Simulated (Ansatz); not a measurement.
# Redistribution: C2H3Cl3Si + C2H8Si2 → C2H4Cl2Si + C2H7ClSi2

Species: C2H3Cl3Si (vinyltrichlorosilane) `C=C[Si](Cl)(Cl)Cl`, singlet; C2H8Si2 `C=C[SiH2][SiH3]`, singlet; C2H4Cl2Si `C=C[SiH](Cl)Cl`, singlet; C2H7ClSi2 `C=C[SiH2][SiH2]Cl`, singlet. The partners trade Cl for H; both sit on Si, so the bond types are kept.

Shapes, held fixed at every level: PBE0-D4/def2-TZVP. Flexible molecules stand in one conformer, not always the lowest. Programs: Ansatz 0.2.0. The zero-point and thermal change to 298 K, harmonic and unscaled (PBE0-D4/def2-TZVP), is +1.9 kJ/mol.

```tsv
level	kind	ΔH(298 K) (kJ/mol)	less CCSD(T)/CBS estimate
HF/def2-SVP	Hartree–Fock	+4.0	-4.7
B3LYP-D4/def2-TZVPP	global hybrid	+9.6	+0.9
BHLYP-D4/def2-TZVPP	global hybrid	+7.5	-1.2
MP2/def2-TZVPP	perturbation theory	+11.2	+2.5
CCSD(T)/def2-TZVPP	coupled cluster or CI	+9.9	+1.2
CCSD/def2-TZVPP	coupled cluster or CI	+7.7	-1.0
CCSD(T)/CBS estimate	coupled cluster or CI	+8.7	0.0
```

The highest level, CCSD(T)/CBS estimate, gives ΔH(298 K) = +8.7 kJ/mol; the levels span +4.0 to +11.2. The column of differences is taken from that level and isn't an error. No measured value is set beside it here. The CBS estimate extrapolates MP2 from def2-TZVPP and def2-QZVPP and adds CCSD(T) − MP2 in the triple-zeta set, cores frozen.

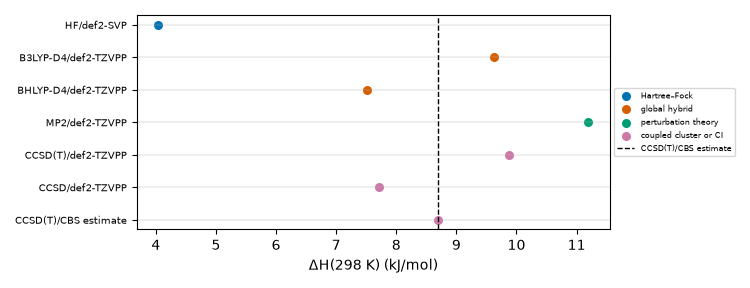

The values of the table, level by level.
